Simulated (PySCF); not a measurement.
## Electronic structure of BCl3···PH3 in real space

```xyz
8

Cl    1.1669   -0.6186   -1.1558
B     0.1602    0.1177    0.0716
Cl   -1.1835    1.1318   -0.3992
Cl    0.6177    0.0022    1.7546
P    -1.6876   -2.5471    0.2473
H    -2.5349   -2.9550   -0.8251
H    -1.0534   -3.8186    0.3695
H    -2.6587   -2.8161    1.2567
```

Geometry: PBE0-D3(BJ)/def2-SVPD.

Computed with wB97M-D3(BJ)/def2-TZVPD, SCF density, gas phase (PySCF 2.14.0).

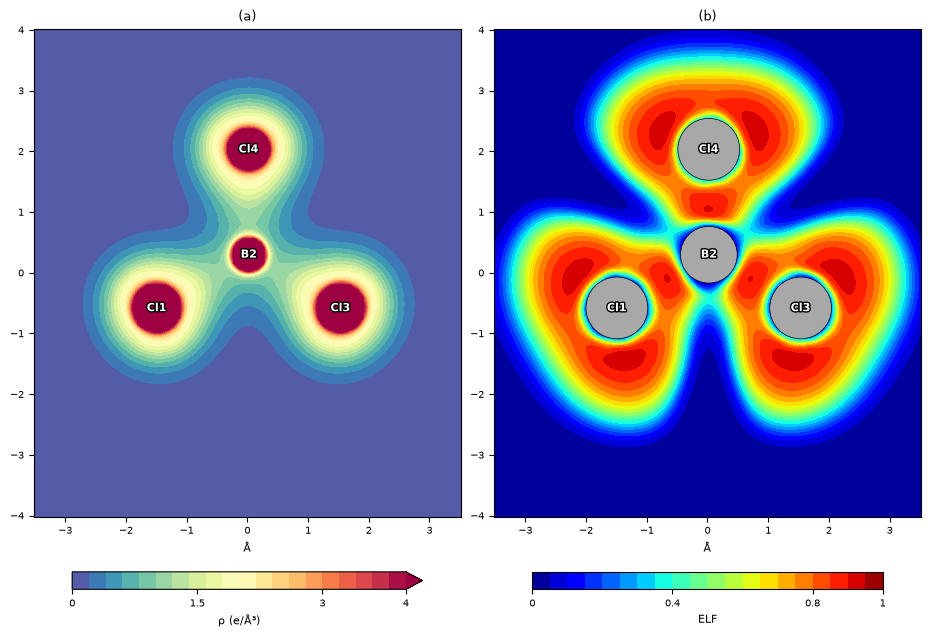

Figure 1. (a) total electron density; (b) electron localisation function on the plane of atoms Cl1, B2 and Cl3. Grey discs cover the atomic cores in the ELF map.

### Read the bonding off the picture.

- Atoms in the plane: Cl and B.
- B–Cl (1.75 Å): ρ is about 1.4 e/Å³ halfway; the ELF peaks at about 0.90 between the atoms: a shared but strongly polarised pair.
- The ELF also peaks beside Cl1, Cl3 and Cl4, away from the bonds: lone-pair regions.

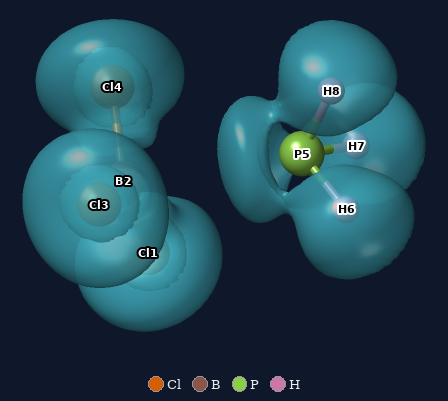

Figure 2. Isosurface of the ELF at 0.75 (cyan), seen at a tilt. Core shells and regions of very low density are left out.

### Where are the electrons localised?

The surface consists of three regions on Cl in which the atom's valence shell and bonds are merged and one joined region spread over several atoms (H, P), in which their bonds and any lone pairs are merged. Profiles from the grid: B2···P5 (3.25 Å): the ELF peaks at about 1 in the valence shell of P, 1.1 Å from its nucleus, and is about 0.35 at the midpoint.

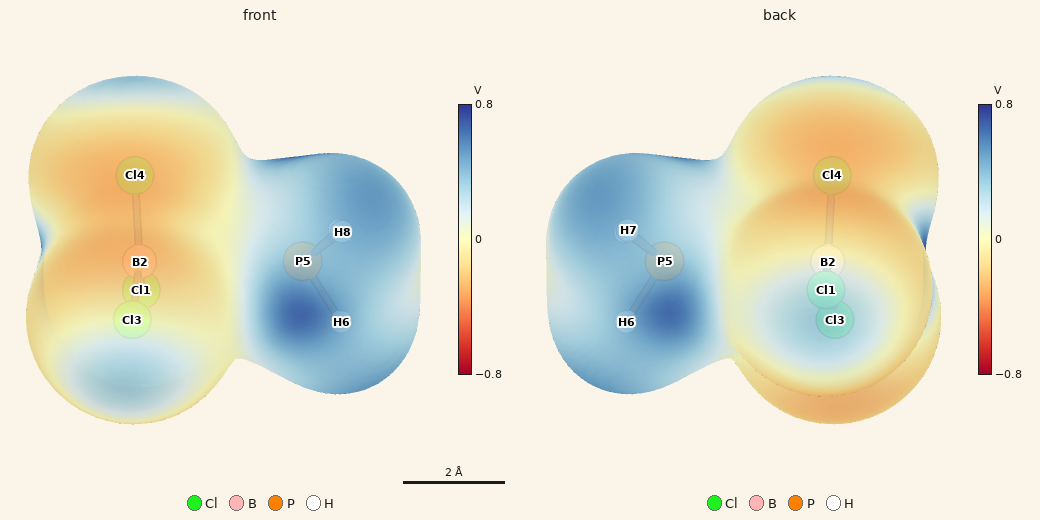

Figure 3. The molecular electrostatic potential painted on the density surface at 0.001 e/bohr³, seen from the front and from behind; the colour scale runs from red (negative) to blue (positive).

### Describe the electrostatic potential map.

The most negative region (about −0.3 V) lies over Cl1, Cl3 and Cl4, the most positive (about +0.7 V, or +16 kcal/mol for a unit charge) over B2. Cl1 shows a σ-hole: about +0.4 V, or +9 kcal/mol for a unit charge at the tip opposite its bond, against about −0.1 V on its flanks. Cl3 shows a σ-hole: about +0.4 V, or +9 kcal/mol for a unit charge at the tip opposite its bond, against about −0.1 V on its flanks. Cl4 shows a σ-hole: about +0.4 V, or +9 kcal/mol for a unit charge at the tip opposite its bond, against about −0.1 V on its flanks.

### How polar is the complex by this calculation?

Its dipole moment is 1.17 D.
